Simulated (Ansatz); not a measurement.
**TaSeCl3: inputs that go wrong**

2 inputs were typed for TaSeCl3. Each is run as it stands; the log then has to tell whether the result can be used.

Computed with Ansatz 0.2.0, Gaussian basis. Level: the settings change from run to run.

### 1 The relaxed structure

An earlier r2SCAN-D4/def2-SVP relaxation fixed the geometry. Ta takes a core potential in def2 sets; no spin-orbit term is included.

5 atoms, charge 0, spin multiplicity 1.

Atoms are counted from 1 here; the program's logs count them from 0.

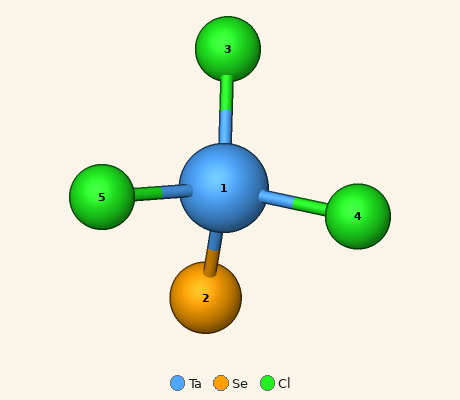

The structure; tantalum blue, selenium orange, chlorine green; atoms are numbered from 1 in the order of the file.

Coordinates:

```mol
Cl3SeTa
  3D, bonds by distance, orders not assigned

  5  4  0  0  0  0  0  0  0  0999 V2000
   -0.0003    0.0003   -0.0348 Ta  0  0
    0.0116   -0.0176    2.2486 Se  0  0
    2.1743    0.0103   -0.7501 Cl  0  0
   -1.0966    1.8905   -0.7171 Cl  0  0
   -1.0890   -1.8835   -0.7466 Cl  0  0
  1  2  8  0
  1  3  8  0
  1  4  8  0
  1  5  8  0
M  END
```

### 2 Input 1

in.yaml reads:

```yaml
crystal:
  periodic: [false, false, false]
  atoms:
    - {symbol: Ta, position_ang: [-0.000286, 0.000278, -0.034792]}
    - {symbol: Se, position_ang: [0.011579, -0.017584, 2.248551]}
    - {symbol: Cl, position_ang: [2.174265, 0.010271, -0.750149]}
    - {symbol: Cl, position_ang: [-1.096595, 1.890485, -0.717058]}
    - {symbol: Cl, position_ang: [-1.088953, -1.883460, -0.746551]}
basis:
  gaussian: {orbitals: def2-mTZVPP}
total_charge: -2
magnetization: {spin_polarized: true, initial_magnetization: 0}
hamiltonian: {xc: {name: PBEsol}}
```

The run is started by

```bash
$ ansatz run in.yaml --threads 4 --pin off --events-out ev --progress --plain --max-ram 3916MiB
```

The program printed:

```text
Functional definition: PBEsol
  name "PBEsol"
  cite "Perdew et al., Phys. Rev. Lett. 100, 136406 (2008) doi:10.1103/PhysRevLett.100.136406"
  cite "Perdew, Burke & Ernzerhof, Phys. Rev. Lett. 77, 3865 (1996) doi:10.1103/PhysRevLett.77.3865"
  parent pbesol
  exchange = pbesol_x
  correlation = pbesol_c
1493 factors; their error is unknown
mean field evaluation 1: about -104343.5948 eV, gradient 2.4e1 eV
mean field evaluation 2: about -104274.6269 eV, gradient 1.0e2 eV
mean field evaluation 4: about -104345.9706 eV, gradient 1.5e1 eV
mean field evaluation 8: about -104347.1374 eV, gradient 4.0e0 eV
mean field evaluation 16: about -104347.3014 eV, gradient 2.9e-2 eV
mean field evaluation 32: about -104347.9103 eV, gradient 6.2e-3 eV
mean field evaluation 64: about -104346.6161 eV, gradient 7.6e0 eV
mean field evaluation 96: about -104347.9098 eV, gradient 1.7e-6 eV
mean field evaluation 128: about -104347.1682 eV, gradient 1.4e0 eV
mean field evaluation 160: about -104347.9102 eV, gradient 4.5e-3 eV
mean field -104347.91025771 eV, -3834.7149724167 hartree, gradient 4.8e-6 eV, S^2 1.000159; 12 other end points of the search recorded, 0 dependent functions left out
reference -104347.91029448 eV, -3834.7149737682 hartree; 50, 50 occupied and 103, 103 virtual orbitals, 1493 factors
Total energy: -104347.91029448 eV, -3834.7149737682 hartree
```

Wall time 41 s (4 threads of Arm Neoverse V2, shared host).

**Diagnosis.** It ended without an error, which proves nothing about the input. The charge is far from anything that the molecule holds. It asks for charge -2; the species has 0. Its energy belongs to another ion. To mend it, type the charge that the molecule really has.

### 3 Input 2

in.yaml reads:

```yaml
crystal:
  periodic: [false, false, false]
  atoms:
    - {symbol: Ta, position_ang: [0.000063, 0.026238, -0.089200]}
    - {symbol: Se, position_ang: [0.037451, 0.044612, 2.276744]}
    - {symbol: Cl, position_ang: [2.102818, -0.003101, -0.698982]}
    - {symbol: Cl, position_ang: [-1.251697, 1.807120, -0.709135]}
    - {symbol: Cl, position_ang: [-1.059219, -1.957310, -1.002946]}
basis:
  gaussian: {orbitals: def2-mTZVP}
total_charge: 3
magnetization: {spin_polarized: true, initial_magnetization: 1}
hamiltonian: {xc: {name: B3LYP}, dispersion: d3bjatm}
scf: {omitted_lower_state_checks: [starts]}
output: {forces: true}
```

Launched as before.

The program printed, cut to the lines that bear on the results:

```text
Functional definition: B3LYP
  name "B3LYP"
  cite "Stephens, Devlin, Chabalowski & Frisch, J. Phys. Chem. 98, 11623 (1994) doi:10.1021/j100096a001"
  cite "Becke, Phys. Rev. A 38, 3098 (1988) doi:10.1103/PhysRevA.38.3098"
  cite "Lee, Yang & Parr, Phys. Rev. B 37, 785 (1988) doi:10.1103/PhysRevB.37.785"
  cite "Vosko, Wilk & Nusair, Can. J. Phys. 58, 1200 (1980) doi:10.1139/p80-159"
[...]
1316 factors; integrals over basis functions are off by at most 2.4e-4 eV
[...]
mean field -104433.35400924 eV, -3837.8549723697 hartree, gradient 5.8e-6 eV, S^2 1.739602; 0 other end points of the search recorded, 0 dependent functions left out
[...]
reference -104433.35428606 eV, -3837.8549825426 hartree; 48, 47 occupied and 90, 91 virtual orbitals, 1316 factors
Total energy: -104433.83473606 eV, -3837.8726387545 hartree
Atom 0 at     0.000063     0.026238    -0.089200 Å, force    -1.036884     0.110141    -4.059976 eV/Å
Atom 1 at     0.037451     0.044612     2.276744 Å, force     0.091455     0.137971     3.744166 eV/Å
Atom 2 at     2.102818    -0.003101    -0.698982 Å, force     0.401959     0.147742    -0.039665 eV/Å
Atom 3 at    -1.251697     1.807120    -0.709135 Å, force     0.508837    -0.479154     0.290193 eV/Å
Atom 4 at    -1.059219    -1.957310    -1.002946 Å, force     0.034633     0.083300     0.065282 eV/Å
Dipole moment:    -0.172258    -0.318023     0.132399 e Å
Checks for a lower state left out: starts
```

Wall time 15 s (4 threads of Arm Neoverse V2, shared host); peak memory 0.67 GiB.

Diagnosis: The run converged, but a converged run isn't a right one. The charge is far from anything that the molecule holds. The typed spin has to follow the charge. Its coordinates are also moved off the relaxed structure (shortest distance 2.19 Å, against 2.28 Å), and have to be restored too. It asks for charge +3; the species has 0. Its energy belongs to another ion. To mend it, type the charge that the molecule really has.

### 4 How the tries ended

```csv
input,level,ended,cause,time
1,PBEsol/def2-mTZVPP,converged,the charge is far from anything that the molecule holds,41 s
2,B3LYP/def2-mTZVP,converged,the charge is far from anything that the molecule holds,15 s
```

In words: 2 converged. The dangerous case is the input that converges on a wrong geometry, charge, spin, basis or grid: often only a look at the input shows it.

A small anion of this charge may not be bound in the gas phase; the finite basis can hold electrons that would leave.
